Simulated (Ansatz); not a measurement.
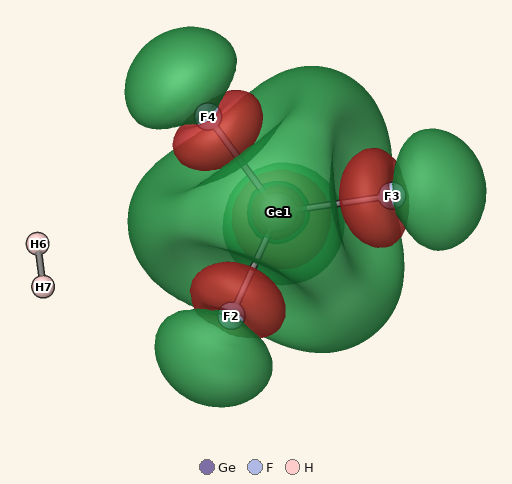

The picture shows: F$_{4}$Ge···H$_{2}$. The LUMO at ±0.06 Å⁻³ᐟ² (green and red are the two phases), seen at a tilt.

Level of theory: Ansatz, RKS PBE/def2-mTZVP.

```yaml
atoms:
  - { symbol: Ge, position_ang: [0.4660, 0.0000, -0.1233] }
  - { symbol: F, position_ang: [0.5697, 0.0000, 1.5958] }
  - { symbol: F, position_ang: [2.0548, 0.0000, -0.7869] }
  - { symbol: F, position_ang: [-0.3744, 1.4060, -0.6527] }
  - { symbol: F, position_ang: [-0.3744, -1.4060, -0.6527] }
  - { symbol: H, position_ang: [-2.9155, 0.0000, 1.2304] }
  - { symbol: H, position_ang: [-2.4961, 0.0000, 1.8532] }
```

Q: What is the character of this orbital?

A: It lies mainly on Ge1 (about 45 %), F4 (about 15 %), F5 (about 15 %), F2 (about 15 %) and F3 (about 15 %). Its energy is −3.50 eV.
